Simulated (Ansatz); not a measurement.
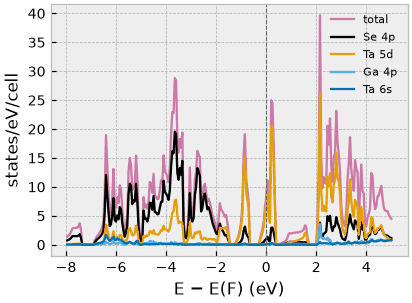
Total and projected density of states of Ta$_{4}$GaSe$_{8}$ in space group F-43m (No. 216; Ta on 16e, Ga on 4b, Se on 16e, Se on 16e), DFT-r²SCAN in the program Ansatz with PAW potentials

### Question
Which orbitals carry the states next to the Fermi level?

### Answer
Within 0.5 eV of the Fermi level: Ta 5d 82 %, Se 4p 12 %. Projections are on Löwdin-orthogonalised atomic valence shells; empty p or d shells of many metals are not among them.

### Question
Where is the tallest occupied peak in this window, and what makes it?

### Answer
Near -3.6 eV, about 29 states/eV per cell; the largest projected share is Se 4p.

The workflow started from a Materials Project entry (that database holds measured and hypothetical structures alike); the Crystallography Open Database files this formula in space group No. 216, but the cells were not matched. Whether it is the stable phase at ambient conditions was not checked. Symmetry was held in the r²SCAN relaxation; whether a distortion lowers the energy is not shown. The run is not spin-polarised. With an odd number of electrons in the cell and no spin polarisation, the count alone makes it a metal. Spin–orbit coupling is left out wherever it is not named.

Potentials: the earlier of the program's two PAW sets.
